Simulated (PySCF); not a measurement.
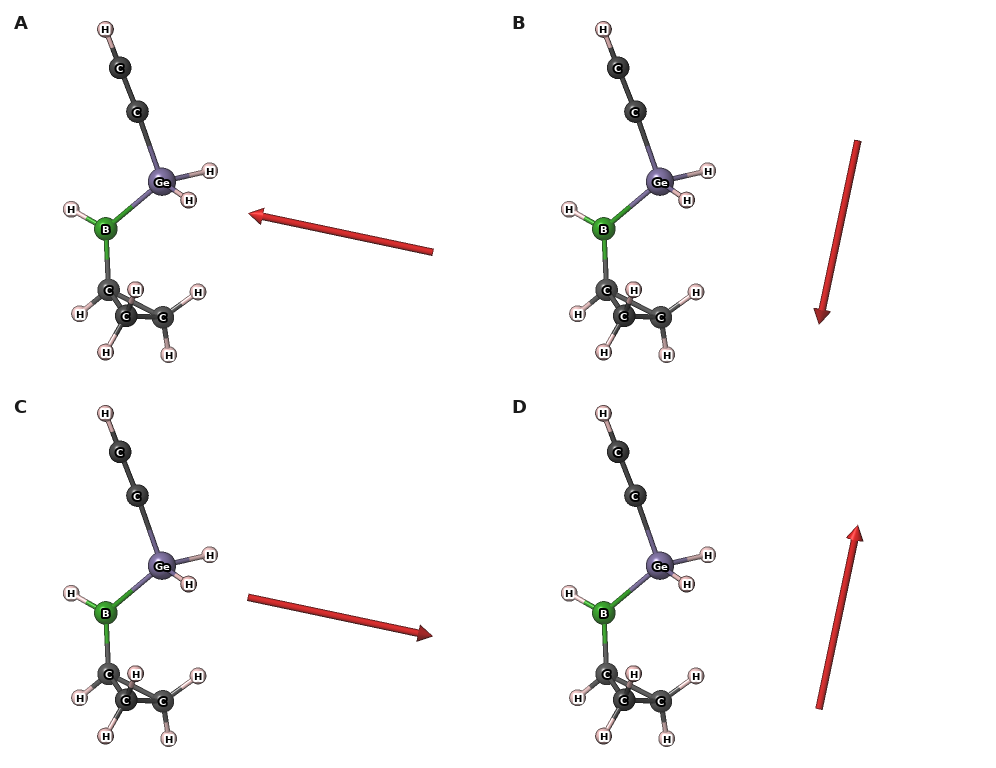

The same molecule four times, each with an arrow. The computed structure is the end point of a GFN2-xTB optimisation. No frequency run is at hand to confirm it as a minimum. Properties computed with CAM-B3LYP/def2-SVPD, gas phase (PySCF 2.14.0).

> Which arrow points along the dipole moment, from the negative to the positive end?

B. The dipole moment is 2.30 D.

The geometry is semi-empirical. Around B, Ge such bond lengths and angles can be off by a tenth of an ångström or more and by several degrees, and values that hang on the shape move with them.
